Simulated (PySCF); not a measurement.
C5H12

```xyz
17

C    -2.5457   -0.2718    0.3010
C    -1.2412    0.4290    0.6452
C    -0.0158   -0.2345    0.0324
C     1.2959    0.4595    0.3724
C     2.5134   -0.2094   -0.2452
H    -3.4120    0.2309    0.7574
H    -2.7109   -0.2955   -0.7884
H    -2.5432   -1.3159    0.6539
H    -1.2864    1.4815    0.3128
H    -1.1197    0.4691    1.7424
H     0.0324   -1.2885    0.3636
H    -0.1334   -0.2747   -1.0664
H     1.2438    1.5124    0.0425
H     1.4104    0.4977    1.4704
H     2.4437   -0.2286   -1.3449
H     3.4446    0.3145    0.0194
H     2.6111   -1.2532    0.0946
```

Geometry: PBE0-D3(BJ)/def2-SVP.

Level of theory: PySCF 2.14.0, density-fitted response routines, DFT single point, gas phase, functional PBE0.

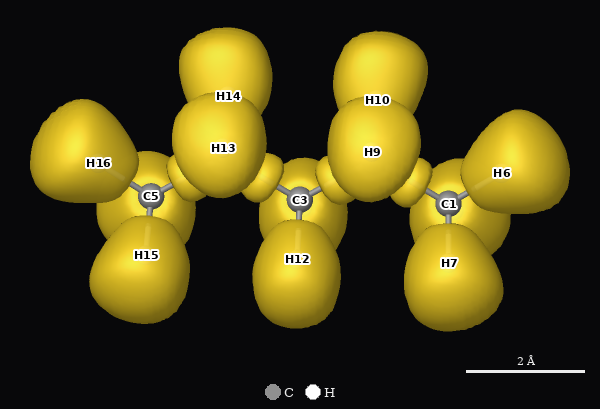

Figure 1. Isosurface of the ELF at 0.8 (yellow), seen at a tilt. Core shells and regions of very low density are left out.

> Identify the bonds, lone pairs and shells in this picture.

The surface consists of four regions between bonded C–C atoms (shared pairs) and twelve regions around hydrogen nuclei. Profiles from the grid: C–C (1.52 Å): the ELF peaks at about 0.95 between the atoms, as expected for a shared electron pair. C–H (1.10 Å): the ELF climbs to about 1 towards the hydrogen, as it does in any bond to H: a covalent bond by its length.

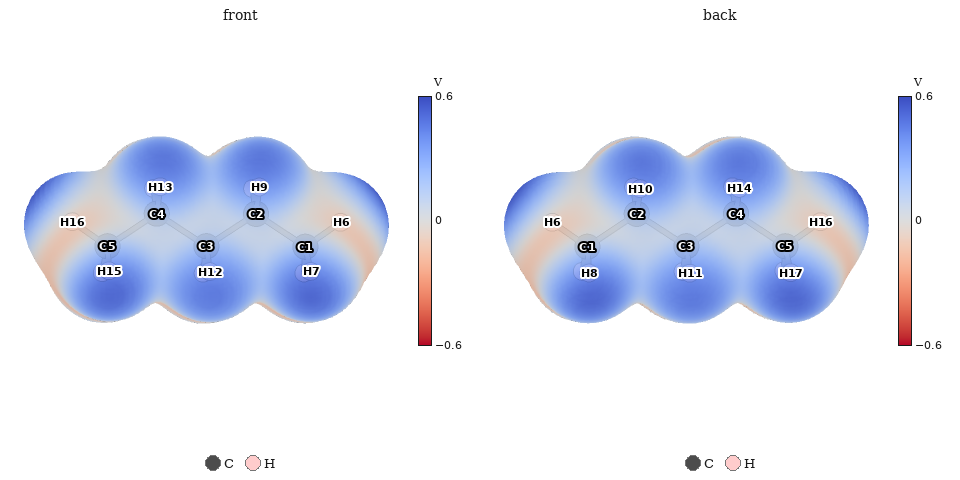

Figure 2. The molecular electrostatic potential painted on the density surface at 0.002 e/bohr³, seen from the front and from behind; red is negative and blue positive.

> Describe the electrostatic potential map.

The most negative region (about −0.1 V) lies over the C atoms, the most positive (about +0.5 V) over the H atoms.

> What dipole moment does the calculation give?

Its dipole moment is 0.09 D.

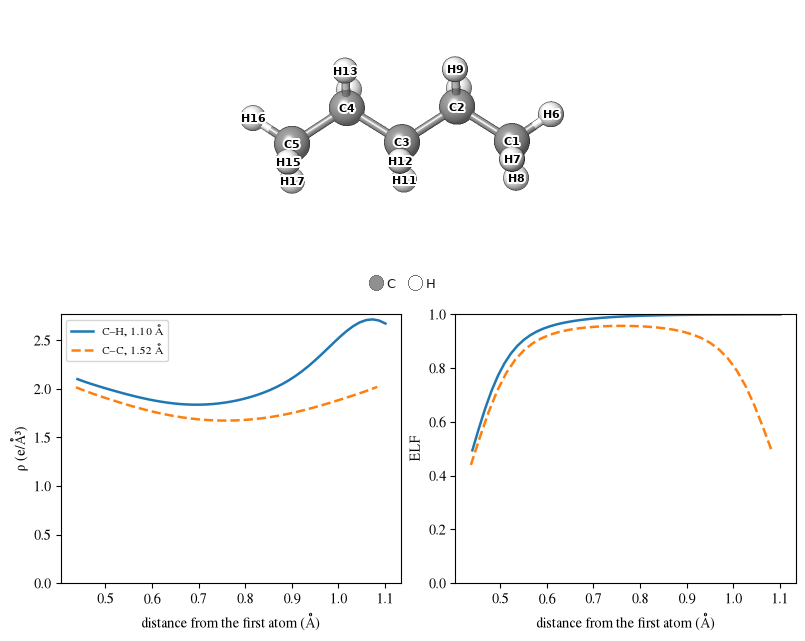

Figure 3. Electron density and ELF along straight lines between neighbouring atoms. The curves leave out the atomic cores. The structure is drawn too.

> What can be read from the curves?

C–H (1.10 Å): ρ is about 1.9 e/Å³ halfway; the ELF climbs to about 1 towards the hydrogen (a covalent bond by its length).
C–C (1.52 Å): ρ is about 1.7 e/Å³ halfway; the ELF peaks at about 0.95 between the atoms; a shared electron pair.
